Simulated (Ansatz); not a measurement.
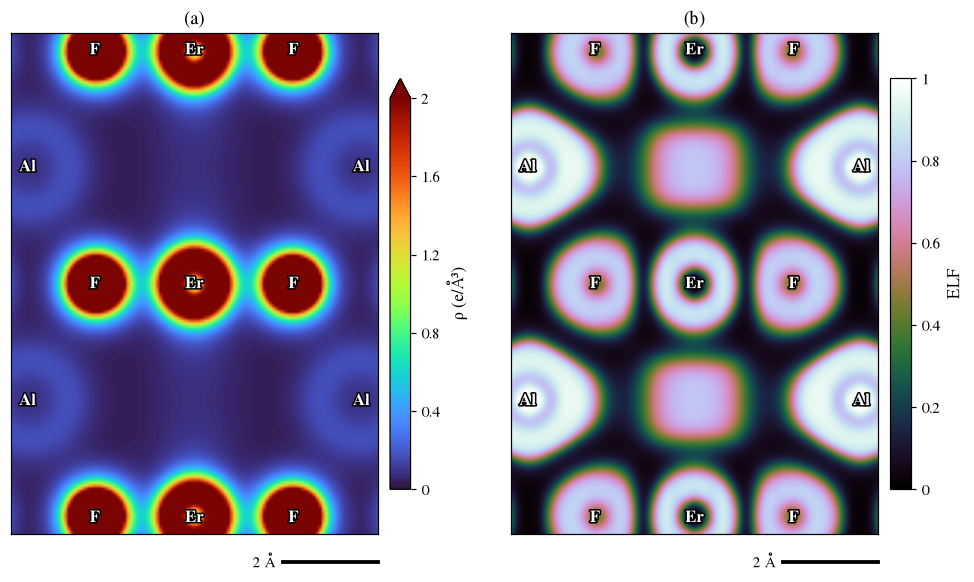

ErAlF₂. (a) valence charge density (pseudo); (b) ELF on the (11̄0) plane of the conventional cell.

Space group P4/mmm; a structure generated by program, which may or may not match a known phase; computed without spin polarisation; no Hubbard U on the f states and no spin–orbit coupling.

Method: DFT PBE, scalar-relativistic, plane waves, PAW; 4f electrons in the core of a trivalent norm-conserving potential (Ansatz).

**Interpret the plot.**

The section cuts through Er, Al and F sites. Er–F (2.09 Å): ρ at the midpoint is about 0.62 e/Å³; the ELF peaks at about 0.80 in the valence shell of F, 0.5 Å from its nucleus, and drops to about 0.15 between the two atoms (no localised pair shows between them). Al–F (2.84 Å): the density is about 0.1 e/Å³ at the midpoint; the ELF is about 0.15 at the midpoint: no localised pair shows between them. Between the atoms the lowest density in this plane is 0.03 e/Å³. The ELF has a maximum of about 0.80 in the space between the atoms, 2.5 Å from four Er atoms, on no atom or two-centre bond. The features right at Er lie inside the core regions, where the map follows smoothed inner orbitals and isn't to be read closely.
